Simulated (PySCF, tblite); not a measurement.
# C4H7FO: a rotation path, then NMR shifts on frames

How do NMR shifts of C4H7FO (`CC[C@@H](F)C=O`) change as the atoms move?

Programs: tblite 0.8.0 and PySCF 2.14.0, with density-fitted response routines of our own. Each step states its level of theory. These are calculated values for one molecule in the gas phase, unless marked as measured. Atoms count from 0, in the outputs and in this text.

## Step 1: Starting geometry

13 atoms, charge 0, multiplicity 1; geometry from: GFN2-xTB.

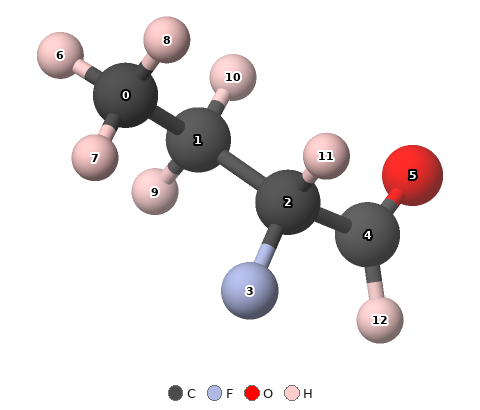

The starting geometry (carbon dark grey, fluorine light blue, oxygen red, hydrogen pink), atoms numbered; sticks join atoms by distance.

## Step 2: The rotation path with GFN2-xTB

What the job is given:

```
{"job": {"kind": "neb", "xc": "GFN2-xTB", "basis": "xTB", "atoms": [0, 1, 2, 3], "turn": 120}, "charge": 0, "multiplicity": 1}
C     -1.778334     0.040106     0.202488
C     -0.419461    -0.495115    -0.229914
C      0.717626     0.432020     0.207366
F      0.819429     0.449572     1.582914
C      2.043842    -0.002572    -0.371108
O      2.258248    -0.143662    -1.539612
H     -2.560682    -0.664371    -0.067375
H     -1.799916     0.185683     1.280031
H     -1.987016     0.991972    -0.281075
H     -0.247854    -1.479010     0.211236
H     -0.368359    -0.588748    -1.315552
H      0.506136     1.466611    -0.097997
H      2.811952    -0.192001     0.400870
```

With the program's defaults for keys left out, this is: GFN2-xTB climbing-image nudged elastic band, gas phase.

Command:

```
OMP_NUM_THREADS=1 python probes_run.py task.json out
```

The driver reads the jobs from task.json and runs them one after another.

What it wrote:

```text
image   E - E0 / eV
  0       0.0000
  1       0.0108
  2       0.0355
  3       0.0612
  4       0.0739
  5       0.0665
  6       0.0422
  7       0.0138
  8      -0.0039
```

Run time: 1.6 s. Hardware: 1 thread of Arm Neoverse V2, shared host; peak memory 0.18 GiB.

The final band, with the dihedral C0–C1–C2–F3:

```
image  dihedral (°)  energy (eV)  energy (kcal/mol)
    0            66        0.000                0.0
    1            79        0.011                0.2
    2            91        0.036                0.8
    3           104        0.061                1.4
    4           117        0.074                1.7
    5           130        0.066                1.5
    6           143        0.042                1.0
    7           156        0.014                0.3
    8           168       -0.004               -0.1
```

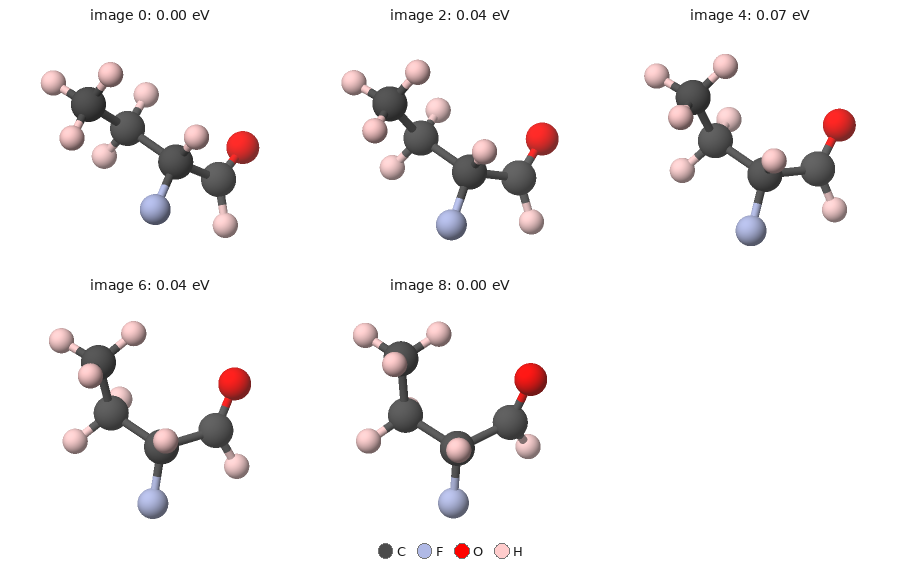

Images along the band.

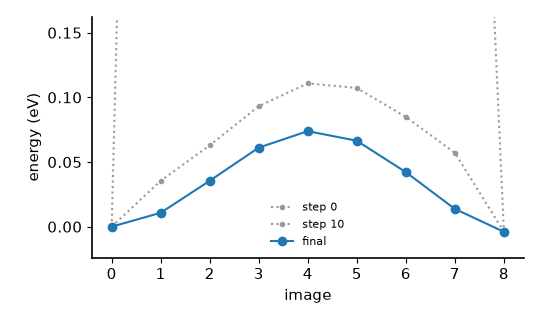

Energy along the band, early and final.

## Step 3: NMR shieldings: image 0, PBE0/pcSseg-1

What the job is given:

```
{"job": {"kind": "nmr", "xc": "PBE0", "basis": "pcSseg-1", "pop": false}, "charge": 0, "multiplicity": 1}
C     -1.778300     0.040100     0.202500
C     -0.419500    -0.495100    -0.229900
C      0.717600     0.432000     0.207400
F      0.819400     0.449600     1.582900
C      2.043800    -0.002600    -0.371100
O      2.258200    -0.143700    -1.539600
H     -2.560700    -0.664400    -0.067400
H     -1.799900     0.185700     1.280000
H     -1.987000     0.992000    -0.281100
H     -0.247900    -1.479000     0.211200
H     -0.368400    -0.588700    -1.315600
H      0.506100     1.466600    -0.098000
H      2.812000    -0.192000     0.400900
```

Level: GIAO PBE0/pcSseg-1 NMR shielding, non-relativistic, gas phase.

What it wrote:

```text
coarse grid: 10856 points
cycle   1  E = -331.0957551391  dE =  7.098e-01  |g| = 8.685e-01  |ddm| = 3.019e+00
cycle   2  E = -330.6735547215  dE =  4.222e-01  |g| = 1.730e+00  |ddm| = 1.966e+00
cycle   3  E = -331.2337095957  dE = -5.602e-01  |g| = 1.737e-01  |ddm| = 1.513e+00
cycle   4  E = -331.2389289991  dE = -5.219e-03  |g| = 7.577e-02  |ddm| = 1.707e-01
cycle   5  E = -331.2398349894  dE = -9.060e-04  |g| = 1.576e-02  |ddm| = 5.499e-02
cycle   6  E = -331.2398800191  dE = -4.503e-05  |g| = 5.409e-03  |ddm| = 1.327e-02
cycle   7  E = -331.2398855199  dE = -5.501e-06  |g| = 1.275e-03  |ddm| = 4.266e-03
final grid: 105248 points
cycle   8  E = -331.2923665117  dE = -1.852e-05  |g| = 1.332e-02  |ddm| = 2.285e-02
cycle   9  E = -331.2922880150  dE =  7.850e-05  |g| = 2.451e-02  |ddm| = 2.511e-02
cycle  10  E = -331.2924007986  dE = -1.128e-04  |g| = 2.664e-03  |ddm| = 1.704e-02
cycle  11  E = -331.2924023064  dE = -1.508e-06  |g| = 2.547e-04  |ddm| = 1.894e-03
cycle  12  E = -331.2924023133  dE = -6.931e-09  |g| = 1.480e-04  |ddm| = 2.595e-04
cycle  13  E = -331.2924023166  dE = -3.236e-09  |g| = 2.541e-05  |ddm| = 9.755e-05
cycle  14  E = -331.2924023167  dE = -1.261e-10  |g| = 7.082e-06  |ddm| = 2.903e-05
converged SCF energy = -331.2924023167

GIAO shielding tensors (ppm)
atom      isotropic    diamagn.    paramagn.     s11        s22        s33       span
  0 C      173.618     246.751     -73.134    160.509    173.134    187.210     26.701
  1 C      156.553     249.453     -92.900    140.988    159.476    169.195     28.208
  2 C       85.491     248.332    -162.841     63.246     83.818    109.409     46.163
  3 F      404.199     474.667     -70.468    380.775    392.952    438.872     58.096
  4 C      -26.008     247.463    -273.471   -111.065    -44.472     77.513    188.578
  5 O     -363.420     398.663    -762.083  -1034.018   -444.870    388.629   1422.646
  6 H       30.447      28.687       1.760     25.981     27.745     37.616     11.635
  7 H       30.183      29.683       0.500     25.398     29.449     35.701     10.303
  8 H       30.758      29.880       0.877     26.860     28.405     37.009     10.148
  9 H       30.038      31.381      -1.343     26.468     28.968     34.677      8.209
 10 H       29.925      31.827      -1.902     24.771     28.997     36.005     11.234
 11 H       27.145      31.011      -3.865     23.531     27.536     30.369      6.838
 12 H       21.308      27.178      -5.870     18.547     20.892     24.486      5.939
```

Run time: 10 s. Hardware: 1 thread of Arm Neoverse V2, shared host; peak memory 0.65 GiB.

Shifts follow as δ = σ(reference) − σ, with reference shieldings (ppm) from runs at the same level and on the same kind of geometry: ¹H TMS 31.72, ¹³C TMS 186.9, ¹⁹F CFCl3 170.9, ¹⁷O H2O 336.1. The references are single molecules in the gas phase, so shifts against H2O, NH3, PH3, H3PO4 or CFCl3 are not on the usual liquid scales and can be off by tens of ppm. Each atom is listed at this fixed geometry, with no averaging over motion; a spectrum would average atoms that exchange fast.

| atoms | environment | σ (ppm) | δ (ppm) |
| --- | --- | --- | --- |
| C4 | aldehyde carbonyl carbon | -26.0 | 212.9 |
| C2 | sp3 CH bonded to F, α to a carbonyl | 85.5 | 101.4 |
| C1 | sp3 CH2 | 156.6 | 30.4 |
| C0 | methyl carbon | 173.6 | 13.3 |
| H12 | hydrogen on an aldehyde carbonyl carbon | 21.31 | 10.41 |
| H11 | hydrogen on an sp3 CH bonded to F, α to a carbonyl | 27.15 | 4.57 |
| H10 | hydrogen on an sp3 CH2 | 29.92 | 1.79 |
| H9 | hydrogen on an sp3 CH2 | 30.04 | 1.68 |
| H7 | hydrogen on a methyl carbon | 30.18 | 1.53 |
| H6 | hydrogen on a methyl carbon | 30.45 | 1.27 |
| H8 | hydrogen on a methyl carbon | 30.76 | 0.96 |
| F3 | fluorine on an sp3 carbon | 404.2 | -233.3 |
| O5 | aldehyde oxygen | -363.4 | 699.5 |

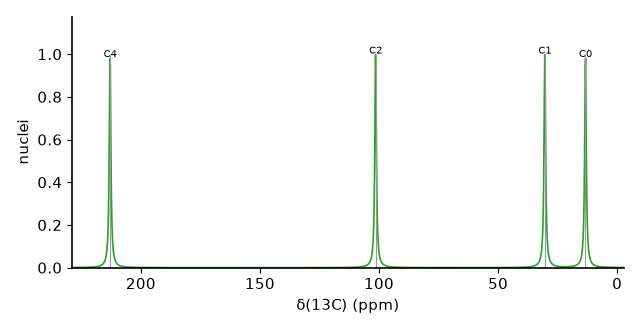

¹³C lines at the computed shifts, without couplings. Lines are broadened to a width of 0.80 ppm (Lorentzian).

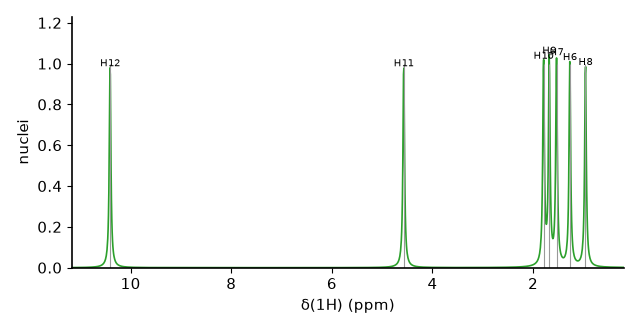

¹H lines at the computed shifts, without couplings. Lines are broadened to a width of 0.04 ppm (Lorentzian).

## Step 4: Shielding tensors: image 2, PBE0/pcSseg-1

What the job is given:

```
{"job": {"kind": "nmr", "xc": "PBE0", "basis": "pcSseg-1", "pop": false}, "charge": 0, "multiplicity": 1}
C     -1.769000     0.097800     0.071100
C     -0.414600    -0.581000    -0.086100
C      0.739100     0.334100     0.345100
F      1.034000     0.140100     1.678500
C      1.991700     0.112300    -0.470600
O      2.031500     0.172100    -1.665100
H     -2.569300    -0.596200    -0.171800
H     -1.911100     0.442600     1.092500
H     -1.837100     0.952800    -0.597300
H     -0.373000    -1.484300     0.525300
H     -0.256100    -0.866200    -1.127600
H      0.446400     1.389700     0.246100
H      2.883200    -0.113200     0.142100
```

With the program's defaults for keys left out, this is: GIAO PBE0/pcSseg-1 NMR shielding, non-relativistic, gas phase.

What it wrote:

```text
coarse grid: 10856 points
cycle   1  E = -331.0906847983  dE =  7.102e-01  |g| = 8.702e-01  |ddm| = 3.008e+00
cycle   2  E = -330.6654645373  dE =  4.252e-01  |g| = 1.734e+00  |ddm| = 1.951e+00
cycle   3  E = -331.2290412867  dE = -5.636e-01  |g| = 1.750e-01  |ddm| = 1.501e+00
cycle   4  E = -331.2343417132  dE = -5.300e-03  |g| = 7.541e-02  |ddm| = 1.716e-01
cycle   5  E = -331.2352319172  dE = -8.902e-04  |g| = 1.583e-02  |ddm| = 5.418e-02
cycle   6  E = -331.2352776190  dE = -4.570e-05  |g| = 5.405e-03  |ddm| = 1.345e-02
cycle   7  E = -331.2352831619  dE = -5.543e-06  |g| = 1.270e-03  |ddm| = 4.347e-03
final grid: 105248 points
cycle   8  E = -331.2894955331  dE = -2.071e-05  |g| = 1.313e-02  |ddm| = 2.335e-02
cycle   9  E = -331.2894165668  dE =  7.897e-05  |g| = 2.448e-02  |ddm| = 2.471e-02
cycle  10  E = -331.2895284751  dE = -1.119e-04  |g| = 2.474e-03  |ddm| = 1.677e-02
cycle  11  E = -331.2895297875  dE = -1.312e-06  |g| = 2.572e-04  |ddm| = 1.796e-03
cycle  12  E = -331.2895297949  dE = -7.410e-09  |g| = 1.432e-04  |ddm| = 2.615e-04
cycle  13  E = -331.2895297980  dE = -3.087e-09  |g| = 2.312e-05  |ddm| = 9.640e-05
cycle  14  E = -331.2895297981  dE = -1.005e-10  |g| = 6.952e-06  |ddm| = 2.526e-05
converged SCF energy = -331.2895297981

GIAO shielding tensors (ppm)
atom      isotropic    diamagn.    paramagn.     s11        s22        s33       span
  0 C      170.642     247.254     -76.613    155.636    170.373    185.916     30.281
  1 C      154.516     248.826     -94.310    134.030    155.047    174.471     40.441
  2 C       83.855     247.778    -163.923     64.524     83.536    103.506     38.981
  3 F      397.491     473.850     -76.359    357.008    403.556    431.909     74.901
  4 C      -27.137     248.040    -275.177   -113.019    -46.506     78.113    191.132
  5 O     -363.408     399.442    -762.850  -1030.575   -444.998    385.349   1415.924
  6 H       30.436      28.786       1.650     26.065     27.565     37.679     11.615
  7 H       30.273      29.797       0.476     25.935     29.124     35.760      9.826
  8 H       30.641      30.197       0.444     26.666     28.705     36.551      9.885
  9 H       29.904      30.976      -1.072     26.196     29.050     34.466      8.270
 10 H       29.786      31.747      -1.961     25.409     29.079     34.870      9.461
 11 H       27.266      31.161      -3.895     24.225     27.958     29.615      5.390
 12 H       21.293      27.150      -5.857     18.549     20.996     24.336      5.787
```

It took 9.6 s on 1 thread of Arm Neoverse V2, shared host; peak memory 0.7 GiB.

In short: δ C4 214.1, C2 103.1, C1 32.4, C0 16.3, H12 10.42, H11 4.45 ppm.

(Part 1 of 2 ends here.)
